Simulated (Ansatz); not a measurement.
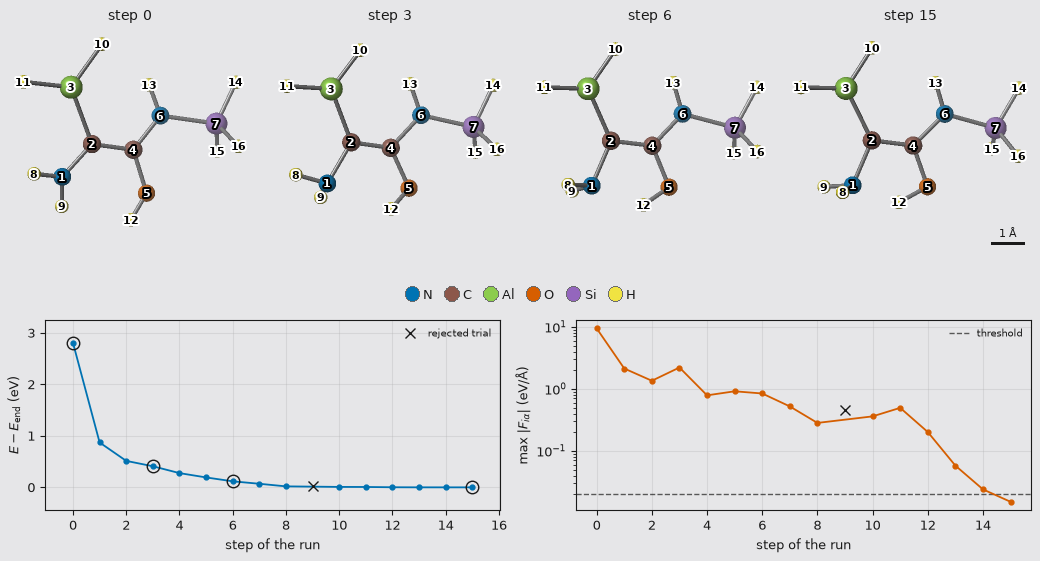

Frames of a relaxation of C₂H₉AlN₂OSi, marked on the history of the run. The picture is a ball-and-stick view, seen at a tilt.

The run prepares the start of a later molecular dynamics calculation, from a guessed geometry.

These are results of Ansatz, UKS BHLYP-D4/STO-3G, not measurements. Settings: collinear spin; force threshold 0.02 eV/Å; at most 40 steps.

**Describe the path.**

H8 moves most after the best rigid fit: 1.11 Å. By element the largest moves are H 1.11 Å, N 0.42 Å, Al 0.26 Å, O 0.21 Å, C 0.18 Å, Si 0.14 Å. Among the contacts that change: Al3–H10 1.633 → 1.488 Å, C2–Al3 1.986 → 1.845 Å, N1–C2 1.369 → 1.505 Å, Al3–H11 1.602 → 1.486 Å. Bond angles that change, for instance: C4–O5–H12 126.3° → 95.6°, N1–C2–C4 123.8° → 105.7°, N1–C2–Al3 113.3° → 128.2°. The energy falls by 2.807 eV in 14 accepted moves (15 points after the start). Largest force component: 9.4 eV/Å at the start, 0.015 eV/Å at the end. The line search rejected the trial step at point 9 of the run. From step 0 to 3: H12 moves most (0.43 Å), energy −2.397 eV. From step 3 to 6: H8 moves most (0.58 Å), energy −0.293 eV. From step 6 to 15: H8 moves most (0.52 Å), energy −0.117 eV.

Limits of the set-up: STO-3G is a minimal basis, so the numbers are rough.
